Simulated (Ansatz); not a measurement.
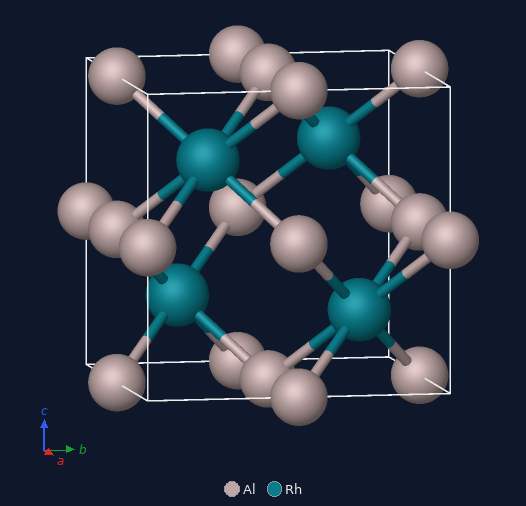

The figure gives a ball-and-stick picture of the atoms, viewed slightly off an axis. One simulation cell is framed, with atoms on its boundary repeated.

Input
```yaml
crystal:
  lattice:
    - [5.7395046663, 0.0, 0.0]
    - [0.0, 5.7395046663, 0.0]
    - [0.0, 0.0, 5.7395046663]
  atoms:
    - { symbol: Al, position: [0.0, 0.5, 0.5] }
    - { symbol: Al, position: [0.0, 0.5, 0.0] }
    - { symbol: Al, position: [0.5, 0.0, 0.5] }
    - { symbol: Al, position: [0.0, 0.0, 0.5] }
    - { symbol: Al, position: [0.5, 0.0, 0.0] }
    - { symbol: Al, position: [0.5, 0.5, 0.0] }
    - { symbol: Rh, position: [0.25, 0.25, 0.25] }
    - { symbol: Rh, position: [0.25, 0.75, 0.75] }
    - { symbol: Rh, position: [0.75, 0.75, 0.25] }
    - { symbol: Rh, position: [0.75, 0.25, 0.75] }
basis:
  ecutwfc: 420
kpoints:
  mp_grid: { grid: [8, 8, 8] }
  band_path:
    path:
      - [[0.0, 0.0, 0.0], [0.0, 0.5, 0.0], [0.5, 0.5, 0.0], [0.0, 0.0, 0.0], [0.5, 0.5, 0.5], [0.0, 0.5, 0.0]]
      - [[0.5, 0.5, 0.5], [0.5, 0.5, 0.0]]
    npoints: 14
hamiltonian:
  xc: pbe
scf:
  occupations: { method: gaussian, width: 0.1 }
  n_extra_bands: 25
output:
  forces: true
  stress: true
  eigenvalues: true
  populations: true
  dos: { projected: true, de: 0.02, nscf_kmesh: { grid: [10, 10, 10] } }
  bader: true
  write_density: true
  write_potential: true
  elf: true
  volumetric_format: npy
```
Run as:
```sh
ansatz run input.yaml --threads 1 --pin off --max-ram 2560MiB --backend cpu --events-out ev --progress --plain --runs-dir out
```

Setup: DFT PBE, scalar-relativistic, plane waves, PAW in Ansatz 0.2.0; an energy cutoff of 420 eV, an 8×8×8 k-point grid, Gaussian smearing of 0.1 eV, no spin polarisation.

Question: Give the Bader charge of each element.

Answer: Al +1.64 e; Rh -2.46 e.

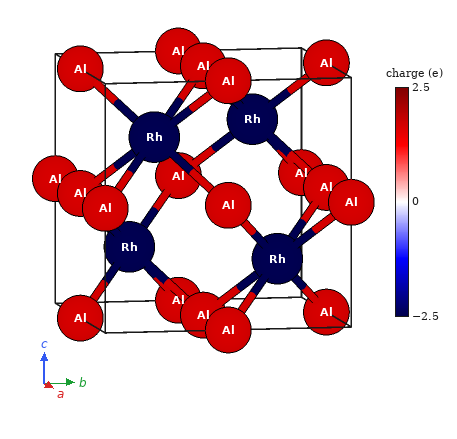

The atoms coloured by those charges.

Its origin is a structure type filled with these elements by a generator (whether the compound takes this form wasn't checked). Earlier steps of the study may have refined or changed the cell and positions. It went into a calculation with Ansatz.
